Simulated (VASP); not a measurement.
# A VASP study of TlNi2S2 (LDA + U): structure first, properties next, part 3 of 13

Aim: relax TlNi2S2, then compute properties on the relaxed cell. The start is a cell from a database of measured crystal structures.

VASP 6.6.1, plane waves and PAW; the level of theory is named at each step.

So far. Step 2 (Magnetic order: ferromagnetic): The run ends ferromagnetic with a largest moment of 0.86 μB, and the mesh shows no gap. Step 3 (Magnetic order: antiferromagnetic within the cell): The energy lies +22.6 meV an atom from the first pattern. The run ends antiferromagnetic with a largest moment of 0.97 μB, and the mesh shows no gap.

## 4. Magnetic order: antiferromagnetic, q = (0, 0, 1/2)

Level of this step: LDA, DFT+U (Ni d 5 eV), spin-polarised from an antiferromagnetic start; plane waves and PAW (Tl_d, Ni, S) (VASP).

System of this step: TlNi2S2. Symmetry: I4/mmm, No. 139, tetragonal system. The conventional cell has a = 3.792 Å, b = 3.792 Å, c = 12.770 Å, α = 90.00°, β = 90.00°, γ = 90.00°. Nearest to Tl lie 8 S at 3.22 Å. Nearest to Ni lie 4 S at 2.36 Å. Nearest to S lie 4 Ni at 2.36 Å and 4 Tl at 3.22 Å. Farther neighbours and most contacts between anions are not listed.

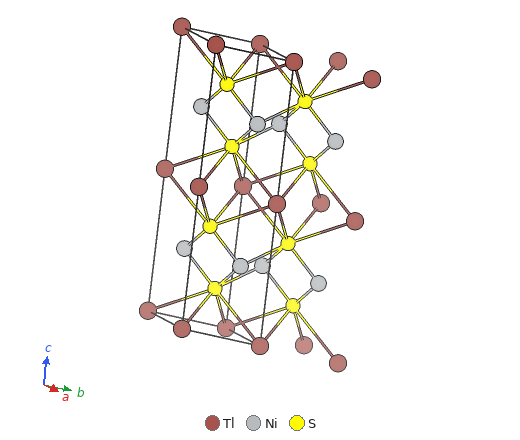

The cell of this step (thallium brown, nickel light grey, sulfur yellow). 1×2×1 cells are drawn. Some periodic images of atoms are drawn too.

Next, a pattern with opposite moments, which needs a doubled cell; q is given in the reciprocal vectors of the primitive cell.

INCAR

```
SYSTEM = TlNi2S2
PREC = Accurate
ENCUT = 400
EDIFF = 1E-06
NELM = 100
ISMEAR = 0
SIGMA = 0.05
LREAL = .FALSE.
ALGO = Normal
GGA = CA
NBANDS = 60
ISPIN = 2
MAGMOM = 0 0 1 -1 1 -1 0 0 0 0
LDAU = .TRUE.
LDAUTYPE = 2
LDAUL = -1 2 -1
LDAUU = 0 5 0
LDAUJ = 0 0 0
LDAUPRINT = 1
LASPH = .TRUE.
LMAXMIX = 4
LORBIT = 11
LWAVE = .FALSE.
LCHARG = .FALSE.
KPAR = 8
ISIF = 2
```

POSCAR

```
TlNi2S2
1.0
    0.0000000000     -3.7920000000      0.0000000000
   -3.7920000000      0.0000000000      0.0000000000
    3.7920000000     -3.7920000000    -12.7700000000
Tl Ni S
2 4 4
Direct
    0.0000000000      0.0000000000      0.0000000000
    0.0000000000      0.0000000000      0.5000000000
    0.7500000000      0.7500000000      0.2500000000
    0.7500000000      0.7500000000      0.7500000000
    0.2500000000      0.2500000000      0.2500000000
    0.2500000000      0.2500000000      0.7500000000
    0.3600000000      0.6400000000      0.1400000000
    0.3600000000      0.6400000000      0.6400000000
    0.6400000000      0.3600000000      0.3600000000
    0.6400000000      0.3600000000      0.8600000000
```

KPOINTS

```
Automatic mesh
0
Gamma
6 6 6
0 0 0
```

Potentials, in the order of the species: Tl_d, Ni and S (LDA family, release 64).

Command:

```bash
$ mpirun -np 8 vasp_std
```

Log:

```text
[banner, memory and clock lines left out]
running    8 mpi-ranks, on    1 nodes
 distrk:  each k-point on    1 cores,    8 groups
 distr:  one band on    1 cores,    1 groups

 POSCAR found type information on POSCAR TlNiS
 POSCAR found :  3 types and      10 ions
 [... a notice as in an earlier step ...]

 LDA part: xc-table for (Slater(with rela. corr.)+CA(PZ))
 , standard interpolation
 POSCAR, INCAR and KPOINTS ok, starting setup
 FFT: planning ... GRIDC
 FFT: planning ... GRID_SOFT
 FFT: planning ... GRID
 WAVECAR not read
 entering main loop
       N       E                     dE             d eps       ncg     rms          rms(c)
DAV:   1     0.681104530287E+03    0.68110E+03   -0.34223E+04  9600   0.133E+03
DAV:   2     0.378989264964E+02   -0.64321E+03   -0.61147E+03  9664   0.345E+02
DAV:   3    -0.392284814099E+02   -0.77127E+02   -0.73959E+02 10464   0.133E+02
DAV:   4    -0.432236915697E+02   -0.39952E+01   -0.39430E+01 11212   0.280E+01
DAV:   5    -0.433415001159E+02   -0.11781E+00   -0.11756E+00 11516   0.518E+00    0.223E+01
DAV:   6    -0.438027995838E+02   -0.46130E+00   -0.25369E+01 11840   0.632E+01    0.242E+01
DAV:   7    -0.412143451141E+02    0.25885E+01   -0.14888E+01 11292   0.530E+01    0.870E+00
DAV:   8    -0.415617067055E+02   -0.34736E+00   -0.21106E+00 12636   0.728E+00    0.581E+00
DAV:   9    -0.415239291203E+02    0.37778E-01   -0.56383E-01 13124   0.790E+00    0.226E+00
DAV:  10    -0.416154195000E+02   -0.91490E-01   -0.37895E-01 15012   0.452E+00    0.143E+00
DAV:  11    -0.417166534607E+02   -0.10123E+00   -0.26355E-01 13832   0.299E+00    0.115E+00
DAV:  12    -0.417671783099E+02   -0.50525E-01   -0.98644E-02 13328   0.166E+00    0.837E-01
DAV:  13    -0.417970890292E+02   -0.29911E-01   -0.77264E-02 13548   0.163E+00    0.531E-01
DAV:  14    -0.418124198292E+02   -0.15331E-01   -0.80521E-02 13656   0.136E+00    0.353E-01
DAV:  15    -0.418169755447E+02   -0.45557E-02   -0.19890E-02 12992   0.695E-01    0.208E-01
DAV:  16    -0.418179524231E+02   -0.97688E-03   -0.43677E-03 12348   0.465E-01    0.129E-01
DAV:  17    -0.418183291422E+02   -0.37672E-03   -0.97281E-04 14904   0.221E-01    0.789E-02
DAV:  18    -0.418184808053E+02   -0.15166E-03   -0.14003E-03 15156   0.226E-01    0.377E-02
DAV:  19    -0.418185109550E+02   -0.30150E-04   -0.19974E-04 12560   0.808E-02    0.236E-02
DAV:  20    -0.418185133347E+02   -0.23797E-05   -0.17569E-05 11720   0.232E-02    0.143E-02
DAV:  21    -0.418185123960E+02    0.93869E-06   -0.52525E-06  9744   0.241E-02
   1 F= -.41818512E+02 E0= -.41813886E+02  d E =-.925204E-02  mag=    -0.0000
```

It took 2.6 min on 8 MPI ranks of AMD EPYC 7R43, shared host; peak memory 3.9 GiB.

OUTCAR, selected parts (step 4):

```text
  LATTYP: Found a simple tetragonal cell.
 ALAT       =     3.7920000000
 C/A-ratio  =     3.3676160338

The static configuration has the point symmetry D_4h.

 Found     40 irreducible k-points:

   k-points           NKPTS =     40   k-points in BZ     NKDIM =     40   number of bands    NBANDS=     60

   dimension x,y,z NGX =    28 NGY =   28 NGZ =   90
   dimension x,y,z NGXF=    56 NGYF=   56 NGZF=  180

   ENCUT  =  400.0 eV  29.40 Ry    5.42 a.u.   6.18  6.18 22.59*2*pi/ulx,y,z

   NELECT =      90.0000    total number of electrons

atom =   3  type =  2  l = 2

 onsite density matrix

spin component  1

  0.9579  0.0000  0.0000 -0.0000  0.0000
  0.0000  0.9246  0.0000  0.0000  0.0000
  0.0000  0.0000  0.9497 -0.0000 -0.0000
 -0.0000  0.0000 -0.0000  0.9246 -0.0000
  0.0000  0.0000 -0.0000 -0.0000  0.9556

spin component  2

  0.3061  0.0000 -0.0000  0.0000 -0.0000
  0.0000  0.8627 -0.0000  0.0000 -0.0000
 -0.0000 -0.0000  0.8882  0.0000 -0.0000
  0.0000  0.0000  0.0000  0.8627  0.0000
 -0.0000 -0.0000 -0.0000  0.0000  0.9238

 occupancies and eigenvectors

  o =  0.3061  v =  0.0000  0.0000  0.0000  0.0000  0.0000  1.0000  0.0000  0.0000  0.0000  0.0000      0.0000  0.0000  0.0000  0.0000  0.0000  0.0000  0.0000  0.0000  0.0000  0.0000
  o =  0.8627  v =  0.0000  0.0000  0.0000  0.0000  0.0000  0.0000  0.0183 -0.0000 -0.9998  0.0000      0.0000  0.0000  0.0000  0.0000  0.0000  0.0000  0.0000  0.0000  0.0000  0.0000
  o =  0.8627  v =  0.0000  0.0000  0.0000  0.0000  0.0000  0.0000 -0.9998  0.0000 -0.0183 -0.0000      0.0000  0.0000  0.0000  0.0000  0.0000  0.0000  0.0000  0.0000  0.0000  0.0000
  o =  0.8882  v =  0.0000  0.0000  0.0000  0.0000  0.0000  0.0000  0.0000  1.0000  0.0000  0.0000      0.0000  0.0000  0.0000  0.0000  0.0000  0.0000  0.0000  0.0000  0.0000  0.0000
  o =  0.9238  v =  0.0000  0.0000  0.0000  0.0000  0.0000  0.0000  0.0000  0.0000 -0.0000 -1.0000      0.0000  0.0000  0.0000  0.0000  0.0000  0.0000  0.0000  0.0000  0.0000  0.0000
  o =  0.9246  v =  0.0000 -0.9721  0.0000 -0.2344 -0.0000  0.0000  0.0000  0.0000  0.0000  0.0000      0.0000  0.0000  0.0000  0.0000  0.0000  0.0000  0.0000  0.0000  0.0000  0.0000
  o =  0.9246  v =  0.0000 -0.2344  0.0000  0.9721 -0.0000  0.0000  0.0000  0.0000  0.0000  0.0000      0.0000  0.0000  0.0000  0.0000  0.0000  0.0000  0.0000  0.0000  0.0000  0.0000
  o =  0.9497  v =  0.0000 -0.0000 -1.0000  0.0000 -0.0000  0.0000  0.0000  0.0000  0.0000  0.0000      0.0000  0.0000  0.0000  0.0000  0.0000  0.0000  0.0000  0.0000  0.0000  0.0000
  o =  0.9556  v =  0.0000 -0.0000 -0.0000  0.0000  1.0000  0.0000  0.0000  0.0000  0.0000  0.0000      0.0000  0.0000  0.0000  0.0000  0.0000  0.0000  0.0000  0.0000  0.0000  0.0000
  o =  0.9579  v =  1.0000  0.0000  0.0000  0.0000  0.0000  0.0000  0.0000  0.0000  0.0000  0.0000      0.0000  0.0000  0.0000  0.0000  0.0000  0.0000  0.0000  0.0000  0.0000  0.0000

atom =   4  type =  2  l = 2

 onsite density matrix

spin component  1

  0.3061  0.0000  0.0000 -0.0000 -0.0000
  0.0000  0.8627 -0.0000 -0.0000 -0.0000
  0.0000 -0.0000  0.8882  0.0000  0.0000
 -0.0000 -0.0000  0.0000  0.8627  0.0000
 -0.0000 -0.0000  0.0000  0.0000  0.9238

spin component  2

  0.9579  0.0000  0.0000  0.0000  0.0000
  0.0000  0.9246  0.0000 -0.0000  0.0000
  0.0000  0.0000  0.9497 -0.0000  0.0000
  0.0000 -0.0000 -0.0000  0.9246 -0.0000
  0.0000  0.0000  0.0000 -0.0000  0.9556

 occupancies and eigenvectors

  o =  0.3061  v =  1.0000  0.0000  0.0000  0.0000  0.0000  0.0000  0.0000  0.0000  0.0000  0.0000      0.0000  0.0000  0.0000  0.0000  0.0000  0.0000  0.0000  0.0000  0.0000  0.0000
  o =  0.8627  v =  0.0000 -0.9998 -0.0000 -0.0209  0.0000  0.0000  0.0000  0.0000  0.0000  0.0000      0.0000  0.0000  0.0000  0.0000  0.0000  0.0000  0.0000  0.0000  0.0000  0.0000
  o =  0.8627  v =  0.0000  0.0209  0.0000 -0.9998  0.0000  0.0000  0.0000  0.0000  0.0000  0.0000      0.0000  0.0000  0.0000  0.0000  0.0000  0.0000  0.0000  0.0000  0.0000  0.0000
  o =  0.8882  v =  0.0000 -0.0000  1.0000  0.0000 -0.0000  0.0000  0.0000  0.0000  0.0000  0.0000      0.0000  0.0000  0.0000  0.0000  0.0000  0.0000  0.0000  0.0000  0.0000  0.0000
  o =  0.9238  v =  0.0000 -0.0000 -0.0000 -0.0000 -1.0000  0.0000  0.0000  0.0000  0.0000  0.0000      0.0000  0.0000  0.0000  0.0000  0.0000  0.0000  0.0000  0.0000  0.0000  0.0000
  o =  0.9246  v =  0.0000  0.0000  0.0000  0.0000  0.0000  0.0000 -0.3439  0.0000  0.9390  0.0000      0.0000  0.0000  0.0000  0.0000  0.0000  0.0000  0.0000  0.0000  0.0000  0.0000
  o =  0.9246  v =  0.0000  0.0000  0.0000  0.0000  0.0000  0.0000 -0.9390 -0.0000 -0.3439  0.0000      0.0000  0.0000  0.0000  0.0000  0.0000  0.0000  0.0000  0.0000  0.0000  0.0000
  o =  0.9497  v =  0.0000  0.0000  0.0000  0.0000  0.0000  0.0000 -0.0000  1.0000 -0.0000 -0.0000      0.0000  0.0000  0.0000  0.0000  0.0000  0.0000  0.0000  0.0000  0.0000  0.0000
  o =  0.9556  v =  0.0000  0.0000  0.0000  0.0000  0.0000  0.0000 -0.0000 -0.0000  0.0000 -1.0000      0.0000  0.0000  0.0000  0.0000  0.0000  0.0000  0.0000  0.0000  0.0000  0.0000
  o =  0.9579  v =  0.0000  0.0000  0.0000  0.0000  0.0000  1.0000  0.0000  0.0000  0.0000  0.0000      0.0000  0.0000  0.0000  0.0000  0.0000  0.0000  0.0000  0.0000  0.0000  0.0000

atom =   5  type =  2  l = 2

 onsite density matrix

spin component  1

[...]
o =  0.8882  v =  0.0000  0.0000  1.0000  0.0000 -0.0000  0.0000  0.0000  0.0000  0.0000  0.0000      0.0000  0.0000  0.0000  0.0000  0.0000  0.0000  0.0000  0.0000  0.0000  0.0000
  o =  0.9238  v =  0.0000 -0.0000 -0.0000  0.0000 -1.0000  0.0000  0.0000  0.0000  0.0000  0.0000      0.0000  0.0000  0.0000  0.0000  0.0000  0.0000  0.0000  0.0000  0.0000  0.0000
  o =  0.9246  v =  0.0000  0.0000  0.0000  0.0000  0.0000  0.0000  0.5838  0.0000 -0.8119 -0.0000      0.0000  0.0000  0.0000  0.0000  0.0000  0.0000  0.0000  0.0000  0.0000  0.0000
  o =  0.9246  v =  0.0000  0.0000  0.0000  0.0000  0.0000  0.0000  0.8119 -0.0000  0.5838 -0.0000      0.0000  0.0000  0.0000  0.0000  0.0000  0.0000  0.0000  0.0000  0.0000  0.0000
  o =  0.9497  v =  0.0000  0.0000  0.0000  0.0000  0.0000  0.0000 -0.0000  1.0000  0.0000 -0.0000      0.0000  0.0000  0.0000  0.0000  0.0000  0.0000  0.0000  0.0000  0.0000  0.0000
  o =  0.9556  v =  0.0000  0.0000  0.0000  0.0000  0.0000  0.0000  0.0000  0.0000 -0.0000  1.0000      0.0000  0.0000  0.0000  0.0000  0.0000  0.0000  0.0000  0.0000  0.0000  0.0000
  o =  0.9579  v =  0.0000  0.0000  0.0000  0.0000  0.0000  1.0000  0.0000  0.0000  0.0000  0.0000      0.0000  0.0000  0.0000  0.0000  0.0000  0.0000  0.0000  0.0000  0.0000  0.0000

 E-fermi :   5.7916

 spin component 1
 k-point     1 :       0.0000    0.0000    0.0000
  band No.  band energies     occupation
    ...
     38       4.4078      1.00000
     39       4.9104      1.00000
     40       4.9104      1.00000
     41       5.1168      1.00000
     42       5.5430      1.00000
     43       5.8517      0.04460
     44       5.8517      0.04460
     45       5.9111      0.00036
     46       6.5456      0.00000
     47       6.5456      0.00000
    ...

 k-point     2 :       0.1667    0.0000    0.0000
  band No.  band energies     occupation
    ...
     39       4.4540      1.00000
     40       4.9283      1.00000
     41       5.1227      1.00000
     42       5.4040      1.00000
     43       5.6751      0.99951
     44       5.8937      0.00193
     45       5.9368      0.00002
     46       6.2516      0.00000
     47       6.5658      0.00000
     48       7.5803      0.00000
    ...

 k-point     3 :       0.3333    0.0000   -0.0000
  band No.  band energies     occupation
    ...
     40       4.9390      1.00000
     41       5.0060      1.00000
     42       5.1240      1.00000
     43       5.4585      1.00000
     44       5.6684      0.99975
     45       5.8264      0.16223
     46       6.1583      0.00000
     47       6.7209      0.00000
     48       7.2829      0.00000
     49       8.1863      0.00000
    ...

 k-point     4 :       0.5000    0.0000   -0.0000
  band No.  band energies     occupation
    ...
     40       4.8846      1.00000
     41       5.0799      1.00000
     42       5.0799      1.00000
     43       5.4946      1.00000
     44       5.4946      1.00000
     45       6.0702      0.00000
     46       6.0702      0.00000
     47       6.9804      0.00000
     48       6.9804      0.00000
     49       7.9473      0.00000
    ...

  Total      -12.6487326    -12.6487326    -11.7418529      0.0000000      0.0000000     -0.0000000
  in kB     -110.3646628   -110.3646628   -102.4518164      0.0000000      0.0000000     -0.0000000
  external PRESSURE =    -107.7270473 kB  Pullay stress =       0.0000000 kB

  energy-cutoff  :      400.00
  volume of cell :      183.62
      direct lattice vectors                 reciprocal lattice vectors
     0.000000000 -3.792000000  0.000000000     0.000000000 -0.263713080  0.078308536
    -3.792000000  0.000000000  0.000000000    -0.263713080  0.000000000 -0.078308536
     3.792000000 -3.792000000-12.770000000     0.000000000  0.000000000 -0.078308536

 POSITION                                       TOTAL-FORCE (eV/Angst)
 -----------------------------------------------------------------------------------
      0.00000      0.00000      0.00000        -0.000000     -0.000000     -0.000000
      1.89600     -1.89600     -6.38500        -0.000000     -0.000000     -0.000000
     -1.89600     -3.79200     -3.19250         0.000000     -0.000000     -0.000000
      0.00000     -5.68800     -9.57750        -0.000000     -0.000000     -0.000000
      0.00000     -1.89600     -3.19250         0.000000      0.000000     -0.000000
      1.89600     -3.79200     -9.57750        -0.000000      0.000000     -0.000000
     -1.89600     -1.89600     -1.78780         0.000000     -0.000000     -1.945224
      0.00000     -3.79200     -8.17280         0.000000     -0.000000     -1.945224
      0.00000     -3.79200     -4.59720        -0.000000      0.000000      1.945224
      1.89600     -5.68800    -10.98220        -0.000000      0.000000      1.945224
 -----------------------------------------------------------------------------------
    total drift:                               -0.000000     -0.000000      0.000000

  FREE ENERGIE OF THE ION-ELECTRON SYSTEM (eV)
  ---------------------------------------------------
  free  energy   TOTEN  =       -41.8185123960 eV

  energy  without entropy=      -41.8092603549  energy(sigma->0) =      -41.81388638

 total charge
# of ion       s       p       d       tot
------------------------------------------
    1        1.272   0.194   9.663  11.128
    2        1.272   0.194   9.663  11.128
    3        0.376   0.418   8.526   9.320
    4        0.376   0.418   8.526   9.320
    5        0.376   0.418   8.526   9.320
    6        0.376   0.418   8.526   9.320
    7        1.344   2.271   0.000   3.615
    8        1.344   2.271   0.000   3.615
    9        1.344   2.271   0.000   3.615
   10        1.344   2.271   0.000   3.615
--------------------------------------------------
tot          9.424  11.144  53.429  73.997

 magnetization (x)
# of ion       s       p       d       tot
------------------------------------------
    1        0.000   0.000   0.000   0.000
    2        0.000   0.000   0.000   0.000
    3       -0.002  -0.004   0.870   0.864
    4        0.002   0.004  -0.870  -0.864
    5       -0.002  -0.004   0.870   0.864
    6        0.002   0.004  -0.870  -0.864
    7        0.003   0.101   0.000   0.105
    8       -0.003  -0.101   0.000  -0.105
    9        0.003   0.101   0.000   0.105
   10       -0.003  -0.101   0.000  -0.105
--------------------------------------------------
tot          0.000   0.000   0.000   0.000

[... 1 part as in an earlier step ...]

[... 6 further parts left out ...]
```

Numbers from this step:

```yaml
electronic_cycles: 21
electrons: 90
bands: 60
irreducible_k_points: 40
free_energy_toten: -41.82 eV
energy_at_zero_smearing: -41.81 eV
fermi_energy: 5.792 eV
pressure: -10.77 GPa
```

Spin moment in the PAW sphere by atom:

| atom | spin moment in the PAW sphere (μB) |
| --- | --- |
| Tl1 | 0.000 |
| Tl2 | 0.000 |
| Ni3 | 0.864 |
| Ni4 | -0.864 |
| Ni5 | 0.864 |
| Ni6 | -0.864 |
| S7 | 0.105 |
| S8 | -0.105 |
| S9 | 0.105 |
| S10 | -0.105 |

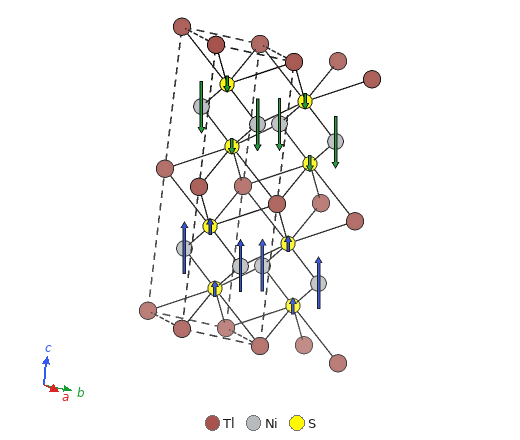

Spin moment in the PAW sphere as arrows, the longest 0.864 μB. Up and down stand for the sign. Arrows give size and sign along the axis of quantisation, drawn up and down the page. Each arrow also spans its atom, so small moments look longer than they are. The two directions have two colours. 1×2×1 cells are drawn. Some periodic images of atoms are drawn too.

Force by atom:

| atom | x (eV/Å) | y (eV/Å) | z (eV/Å) | size |
| --- | --- | --- | --- | --- |
| Tl1 | 0.00 | 0.00 | 0.00 | 0.00 |
| Tl2 | 0.00 | 0.00 | 0.00 | 0.00 |
| Ni3 | 0.00 | 0.00 | 0.00 | 0.00 |
| Ni4 | 0.00 | 0.00 | 0.00 | 0.00 |
| Ni5 | 0.00 | 0.00 | 0.00 | 0.00 |
| Ni6 | 0.00 | 0.00 | 0.00 | 0.00 |
| S7 | 0.00 | 0.00 | -1.95 | 1.95 |
| S8 | 0.00 | 0.00 | -1.95 | 1.95 |
| S9 | 0.00 | 0.00 | 1.95 | 1.95 |
| S10 | 0.00 | 0.00 | 1.95 | 1.95 |

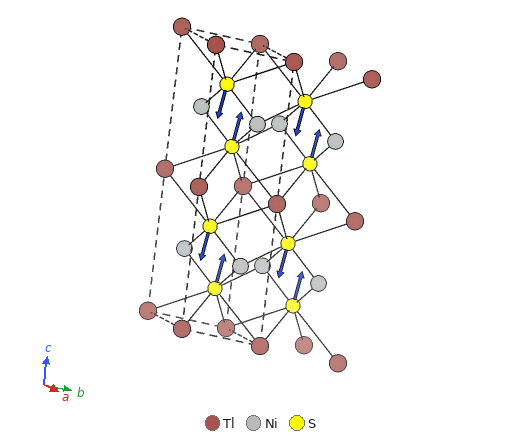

Force as arrows, the longest 1.95 eV/Å. 1×2×1 cells are drawn. Some periodic images of atoms are drawn too.

The energy lies +1.2 meV an atom from the first pattern. The run ends antiferromagnetic with a largest moment of 0.86 μB, and the mesh shows no gap.

(Continued in part 4 of 13.)

[Lines on the potential files, build, host, timing and source positions are cut from VASP's logs without a mark.]

[Logs are printed without paths, hosts, clocks, repeated set-up lines and the standing remarks that a program may print on its own settings, such as how far it seeks lower states.]

[Hosts, paths, dates, database ids (printed as entryN), source tags and the programs' standing remarks are cut or masked in the printed files.]

[A measured line is paired with the nearest computed mode of its activity, which favours agreement.]

[In band tables of VASP the shares of atoms and orbitals are scaled to a sum of 1 inside the atoms' spheres.]
